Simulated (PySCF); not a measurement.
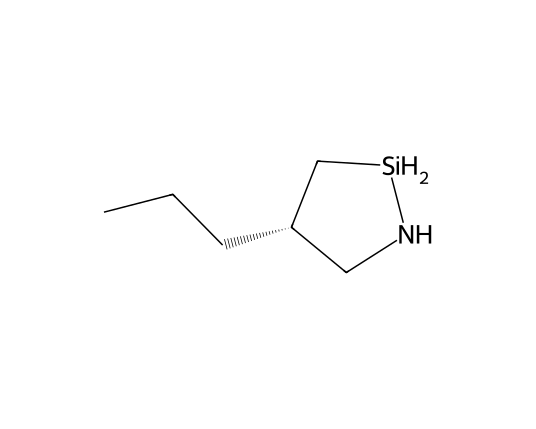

The geometry was computed by an optimisation with PBE0-D3(BJ)/def2-SVP. No frequency run is at hand to confirm it as a minimum. Method: PBE0/def2-SVPD, gas phase (PySCF 2.14.0). Excitations: vertical, linear response.

Q: What is the lowest vertical singlet excitation?

A: 5.74 eV.

Q: Estimate the brightest of the 10 lowest singlets.

A: 7.72 eV.

Q: Estimate the dipole moment.

A: 1.00 D.

Q: What is the mean static polarisability?

A: 106.2 bohr³.
